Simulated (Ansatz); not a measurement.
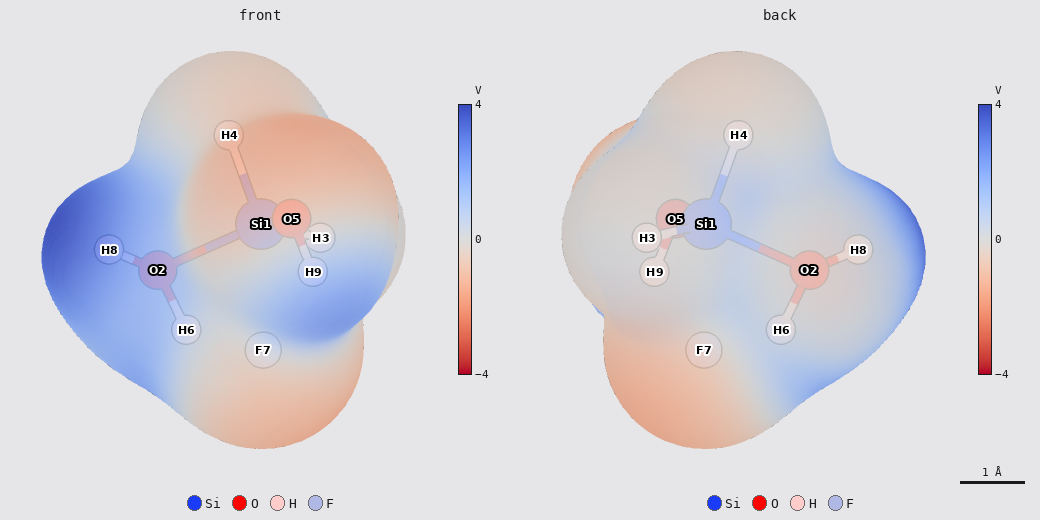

The picture shows: H$_{5}$O$_{2}$Si···F. The electrostatic potential painted on the density surface at 0.002 e/bohr³, seen from the front and from behind; red is negative and blue positive.

A transition-state structure; geometry: PBE0-D4/def2-TZVP.

Computed with RKS PBE0-D4/def2-TZVPP (Ansatz).

The calculation's input:

```
crystal:
  periodic: [false, false, false]
  atoms:
    - {symbol: Si, position_ang: [-0.375321, -0.506602, -0.122479]}
    - {symbol: O, position_ang: [0.593249, 0.139488, 1.286744]}
    - {symbol: H, position_ang: [0.191252, -1.802016, -0.539474]}
    - {symbol: H, position_ang: [-1.555324, -0.820444, 0.735773]}
    - {symbol: O, position_ang: [-1.120317, 0.517611, -1.160661]}
    - {symbol: H, position_ang: [1.280670, 0.487775, 0.519698]}
    - {symbol: F, position_ang: [1.339932, 0.284317, -0.756299]}
    - {symbol: H, position_ang: [0.166554, 0.798211, 1.843165]}
    - {symbol: H, position_ang: [-0.520795, 0.901659, -1.806568]}
basis:
  gaussian: {orbitals: def2-TZVPP}
hamiltonian: {xc: pbe0, dispersion: d4}
output: {orbitals: {seedname: orbitals}}
```

Launched as:

```sh
ansatz run in.yaml --threads 4 --pin off --events-out ev --progress --plain --max-ram 9574MiB
```

> Which sites attract a positive test charge, and which a negative one?

A positive charge is drawn to the negative regions and a negative charge to the positive ones. The most negative region (about −1.5 V) lies over O5, the most positive (about +3.7 V) over H8. O5 is the likeliest acceptor of a hydrogen bond.
